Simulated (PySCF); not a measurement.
**C$_{5}$H$_{10}$NPSi: density, localisation and related maps**

The calculation's input:

```
{"job": {"kind": "uv", "xc": "wB97X-D", "basis": "def2-SVPD", "nstates": 8, "ntriplets": 3}, "charge": 0, "multiplicity": 1}
C      0.261471    -0.187552    -3.163335
C     -0.152333    -0.083417    -2.039201
Si    -0.815864     0.031084    -0.298698
N     -2.011210     1.247519    -0.041666
P     -1.899957    -1.903766     0.137764
C      0.671171     0.384934     0.827547
C      0.590744     1.226571     1.847639
C      1.925401    -0.377483     0.528396
H      0.627193    -0.273025    -4.146647
H     -2.961789     1.053645    -0.310986
H     -1.782869     2.210638    -0.223563
H     -1.359620    -2.056976     1.402808
H     -0.928092    -2.703411    -0.436714
H      1.428325     1.416318     2.503081
H     -0.316468     1.762199     2.068407
H      2.731748    -0.096903     1.203250
H      2.240028    -0.196311    -0.498451
H      1.743363    -1.447749     0.628712
```

Command:

```sh
OMP_NUM_THREADS=1 python probes_run.py task.json out
```

Geometry: GFN2-xTB.

Theory: wB97X-D/def2-SVPD, SCF density, gas phase (PySCF 2.14.0).

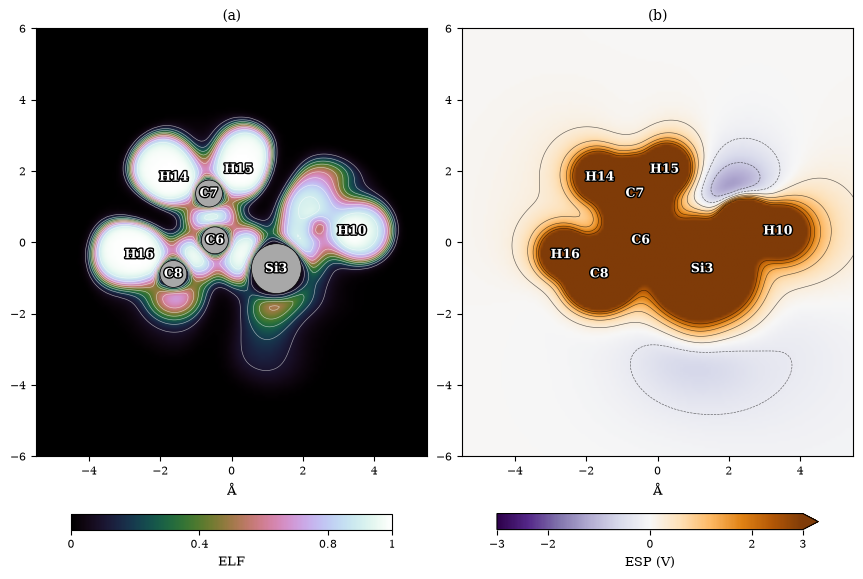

Figure 1. (a) electron localisation function; (b) molecular electrostatic potential on the plane of atoms C6, C8 and H16. Grey discs cover the atomic cores in the ELF map.

Question: Read the bonding off the picture.

Answer:
- The section cuts through Si, C and H sites.
- C–C (1.32 Å): the ELF peaks at about 0.90 between the atoms; a multiple bond.
- C–H (1.08 Å): the ELF climbs to about 1 towards the hydrogen, as it does in any bond to H; a covalent bond by its length.
- The ELF also peaks beside N4, away from the bonds: lone-pair regions.
- Outside the dense part of the molecule the potential is most negative (−1.3 V) near N4, which lies off the plane.

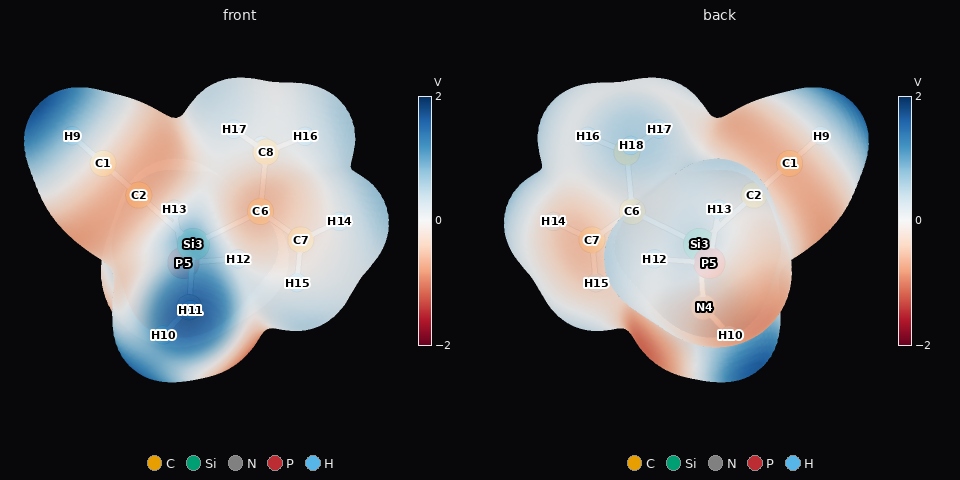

Figure 2. The electrostatic potential painted on the density surface at 0.002 e/bohr³, seen from the front and from behind; the colour scale runs from red (negative) to blue (positive).

Question: Which sites attract a positive test charge, and which a negative one?

Answer: A positive charge is drawn to the negative regions and a negative charge to the positive ones. The most negative region (about −1.1 V) lies over N4, the most positive (about +1.7 V) over H9, H10 and H11. N4 is the likeliest acceptor of a hydrogen bond.

Question: What dipole moment does the calculation give?

Answer: Its dipole moment is 1.21 D.
